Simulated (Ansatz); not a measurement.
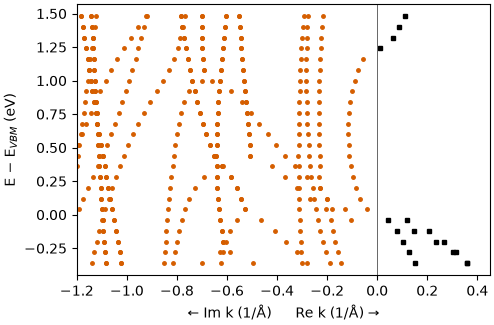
Complex bands at the centre of the two-dimensional zone; PBEsol (Ansatz, a quantum-chemistry and plane-wave program)

The gap is the functional's own. No spin-orbit coupling. Mid-gap values are those at the computed energy nearest the middle.

This is AgI (P6_3mc, wurtzite, 4 atoms a cell, 35.5 Å³ an atom, -2 GPa at this level) along the normal of (110). Read off the slowest decay at the centre of the two-dimensional zone at 0.60 eV, the computed energy nearest the middle of the gap.

κ ≈ 0.12 1/Å, a decay length 1/(2κ) of the density of 4.3 Å.
